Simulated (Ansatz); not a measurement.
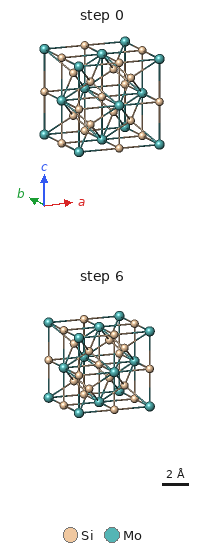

The structure of crystalline Si₃Mo (a generated structure, set up in Fm-3m) (coarse preliminary run) before (top) and after (bottom) a relaxation, at one scale.

A ball-and-stick model of the conventional cell (4 times the calculation's cell), seen slightly off an axis. Lengths and directions refer to the drawn axes.

Method: DFT PBE, scalar-relativistic, plane waves, PAW (Ansatz 0.2.0). Settings: plane-wave cutoff 420 eV; k-point mesh 4 × 4 × 4; occupations gaussian; smearing width 0.1 eV; no spin polarisation; cell and atoms relaxed; force threshold 0.04 eV/Å; at most 70 steps.

**Summarise the run.**

No atom moves by more than 0.005 Å relative to the cell. The drawn cell changes as follows: a = b = c 6.973 → 6.125 Å (−12.2 %); the volume changes by −32.2 %. Near-neighbour distances that change, for instance: Si–Si 3.487 → 3.063 Å, Mo–Si 3.487 → 3.063 Å, Mo–Si 3.020 → 2.652 Å, Si–Si 3.020 → 2.652 Å. The space group stays Fm-3m (No. 225). The energy falls by 680 meV per atom in 5 accepted moves (6 points after the start). All forces vanish by symmetry, so only the cell relaxes. Pressure: −22.71 GPa at the start and 0.00 GPa at the end. The SCF was repeated once at an unchanged geometry on a basis and grid sized afresh for the cell, which shifted the energy by 0.4 meV per atom at most. The run took 7.6 s on 1 thread of Intel(R) Xeon(R) Processor @ 2.70GHz, with other jobs on the host, peak memory 0.36 GiB.
